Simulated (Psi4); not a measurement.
# InF (SMILES [F][In]) at CCSD/def2-SV(P) (core potential, sweep point 1)

What is the vertical ionisation energy of InF at CCSD/def2-SV(P) (core potential, sweep point 1)? The job is set up through a Python script.

The calculation is run with Psi4 1.11.

### Step 1. The system as given

InF: 2 atoms, total charge 0, spin state singlet. As SMILES, `[F][In]`. Geometry: a GFN2-xTB relaxation, a rough one for these elements and not checked as a minimum.

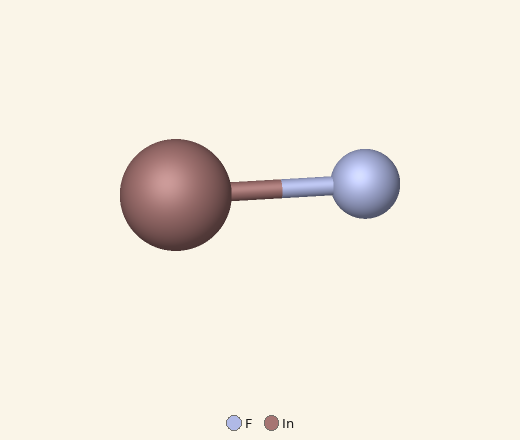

Viewed from a chosen angle; fluorine light blue, indium brown.

### Step 2. The energy at CCSD/def2-SV(P) (core potential, sweep point 1)

job.py

```python
import psi4

psi4.set_memory(1600000000)
psi4.set_num_threads(1)
psi4.set_output_file('psi4.out', False)

geom = psi4.geometry("""
0 1
F      0.00000000     0.00000000     0.00000000
In     0.00000000     0.00000000     3.82762137
units bohr
symmetry c1
""")

psi4.set_options({
    'basis': 'def2-SV(P)',
    'puream': True,
    'scf_type': 'pk',
    'num_frozen_docc': 5,
})

e = psi4.energy("ccsd")
print(f'total energy {e:.8f} hartree = {e * 27.211386:.5f} eV')
```

Run with:

```console
$ python job.py
```

psi4.out:

```text
[...]
    !!!  WARNING: ECP capability is in beta. Please check occupations closely.  !!!
[...]
  Running in c1 symmetry.
[...]
  Nuclear repulsion =   49.377924755394496
[...]
  Multiplicity = 1
[...]
  Nalpha       = 15
  Nbeta        = 15
[...]
    Number of basis functions: 40
[...]
   @RHF iter   1:  -288.53244589830513   -1.60176e+00   1.17380e-02 DIIS/ADIIS
[...]
   @RHF iter  10:  -288.61905845271525   -3.92220e-12   4.67516e-09 DIIS
[...]
    Orbital Energies [Eh]
    ---------------------
    Doubly Occupied:
       1A    -26.156471     2A     -5.385711     3A     -3.641923
       4A     -3.641923     5A     -3.634386     6A     -1.403589
       7A     -1.029220     8A     -1.029220     9A     -1.022005
      10A     -1.022005    11A     -1.018933    12A     -0.559304
      13A     -0.520766    14A     -0.520766    15A     -0.350112
[...]
  @RHF Final Energy:  -288.61905845271525
   => Energetics <=
    Nuclear Repulsion Energy =             49.3779247553944955
    One-Electron Energy =                -574.1212964353333064
    Two-Electron Energy =                 236.1243132272236096
    Total Energy =                       -288.6190584527151941
[...]
 Multipole Moments:
 ------------------------------------------------------------------------------------
     Multipole            Electronic (a.u.)      Nuclear  (a.u.)        Total (a.u.)
 ------------------------------------------------------------------------------------
 L = 1.  Multiply by 2.5417464519 to convert [e a0] to [Debye]
 Dipole X            :         -0.0000000            0.0000000           -0.0000000
 Dipole Y            :          0.0000000            0.0000000            0.0000000
 Dipole Z            :         19.4693218          -18.1564068            1.3129149
 Magnitude           :                                                    1.3129149
[...]
      * MP2 total energy                      = -288.873959443534204
[...]
      * CCSD total energy                     = -288.885657587231606
```

Standard output:

```text
total energy -288.88565759 hartree = -7860.97914 eV
```

Wall time 3.3 s (1 thread of Intel Xeon 6975P-C (Granite Rapids), shared host); peak memory 0.2 GiB.

### Step 3. The doublet cation, same level

job.py

```python
import psi4

psi4.set_memory(1600000000)
psi4.set_num_threads(1)
psi4.set_output_file('psi4.out', False)

m = psi4.geometry("""
1 2
F      0.00000000     0.00000000     0.00000000
In     0.00000000     0.00000000     3.82762137
units au
symmetry c1
""")

psi4.set_options({
    'basis': 'def2-SV(P)',
    'reference': 'uhf',
    'puream': True,
    'scf_type': 'pk',
    'num_frozen_docc': 5,
    'maxiter': 150,
})

result, w = psi4.energy('ccsd', return_wfn=True)
print(f'ccsd energy: {result:.10f} Eh')
```

Run with:

```console
$ python job.py
```

psi4.out:

```text
[...]
    !!!  WARNING: ECP capability is in beta. Please check occupations closely.  !!!
[...]
  Running in c1 symmetry.
[...]
  Nuclear repulsion =   49.377924755394496
[...]
  Multiplicity = 2
[...]
  Nalpha       = 15
  Nbeta        = 14
[...]
    Number of basis functions: 40
[...]
   @UHF iter   1:  -288.18091096417572   -1.25023e+00   1.13535e-02 DIIS/ADIIS
[...]
   @UHF iter  15:  -288.28968982730663   -9.09495e-13   4.17458e-09 DIIS
[...]
   @S^2 Observed:                8.006647600E-01
[...]
    Orbital Energies [Eh]
    ---------------------
    Alpha Occupied:
       1A    -26.485815     2A     -5.703390     3A     -3.958498
       4A     -3.958498     5A     -3.952494     6A     -1.728508
       7A     -1.344518     8A     -1.344518     9A     -1.338925
      10A     -1.338925    11A     -1.337436    12A     -0.894098
      13A     -0.827462    14A     -0.827462    15A     -0.671155
    Alpha Virtual:
      16A     -0.207464    17A     -0.207464    18A     -0.121729
      19A      0.026492    20A      0.069646    21A      0.069646
      22A      0.128029    23A      0.219493    24A      0.219493
      25A      0.261009    26A      0.261009    27A      0.373469
[...]
  @UHF Final Energy:  -288.28968982730663
   => Energetics <=
    Nuclear Repulsion Energy =             49.3779247553944955
    One-Electron Energy =                -564.9454171339309596
    Two-Electron Energy =                 227.2778025512299109
    Total Energy =                       -288.2896898273065744
  UHF NO Occupations:
  HONO-2 :   13  A 1.9998039
  HONO-1 :   14  A 1.9752290
[...]
 Multipole Moments:
 ------------------------------------------------------------------------------------
     Multipole            Electronic (a.u.)      Nuclear  (a.u.)        Total (a.u.)
 ------------------------------------------------------------------------------------
 L = 1.  Multiply by 2.5417464519 to convert [e a0] to [Debye]
 Dipole X            :         -0.0000000            0.0000000           -0.0000000
 Dipole Y            :          0.0000000            0.0000000            0.0000000
 Dipole Z            :         19.9438463          -18.1564068            1.7874395
 Magnitude           :                                                    1.7874395
[...]
      * MP2 total energy                      = -288.522460464681330
[...]
      * CCSD total energy                     = -288.531611452204572
```

The script printed:

```text
ccsd energy: -288.5316114522 Eh
```

Run time: 4.2 s. Hardware: 1 thread of Intel Xeon 6975P-C (Granite Rapids), shared host; peak memory 0.2 GiB.

### Step 4. Summary of results

At CCSD/def2-SV(P) (core potential, sweep point 1), 5 core orbitals frozen:

| quantity | value |
| --- | --- |
| singlet InF: total energy | -288.88566 Eh |
| singlet InF: HOMO energy (Hartree–Fock orbitals) | -9.53 eV |
| singlet InF: LUMO energy (Hartree–Fock orbitals) | 0.77 eV |
| singlet InF: HOMO–LUMO gap (Hartree–Fock orbitals) | 10.30 eV |
| singlet InF: correlation energy (5 core orbitals frozen) | -266.6 mEh |
| singlet InF: T1 diagnostic | 0.016 |
| doublet cation: total energy | -288.53161 Eh |
| doublet cation: HOMO energy (Hartree–Fock orbitals) (highest over α and β) | -18.26 eV |
| doublet cation: LUMO energy (Hartree–Fock orbitals) (lowest over α and β) | -8.27 eV |
| doublet cation: correlation energy (5 core orbitals frozen) | -241.9 mEh |
| doublet cation: ⟨S²⟩ of the reference determinant | 0.801 |
| doublet cation: T1 diagnostic | 0.030 |
| vertical ionisation energy (to the doublet cation) | 9.634 eV |

What this shows: Removing an electron at fixed nuclei costs 9.63 eV (222 kcal/mol).
